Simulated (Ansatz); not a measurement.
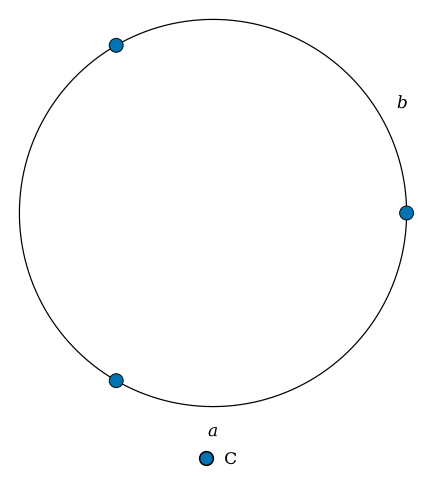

Crystal: SiC2, the geometry relaxed with DFT PBE+D3(BJ), scalar-relativistic, plane waves, PAW in Ansatz 0.2.0; the starting structure was generated, so it need not be a known form of this composition. Directions from one carbon atom at (1/3, 2/3, 1/2) to its bonded neighbours, in stereographic projection down c (filled: above the plane of the page or in it, open: below). Geometry calculated from the standardised cell; symmetry tolerance 0.002 Å.

Neighbours are counted up to 1.76 Å for C; other elements are left out.

```
CELL_PARAMETERS angstrom
2.46491 0.00000 0.00000
-1.23245 2.13467 0.00000
0.00000 0.00000 7.12745
ATOMIC_POSITIONS crystal
Si 0.00000 0.00000 0.00000
C 0.33333 0.66667 0.50000
C 0.66667 0.33333 0.50000
```

Q: How many neighbours are there, and at what angles?

A: 3: 3 C at 1.42 Å. Angles between bonds: 120° (3×).

Q: What is the site's symmetry in the crystal?

A: Point group -6m2 (D3h), order 12: one −6 axis, three twofold axes, four mirror planes. In P6/mmm, No. 191 this is Wyckoff position 2d.
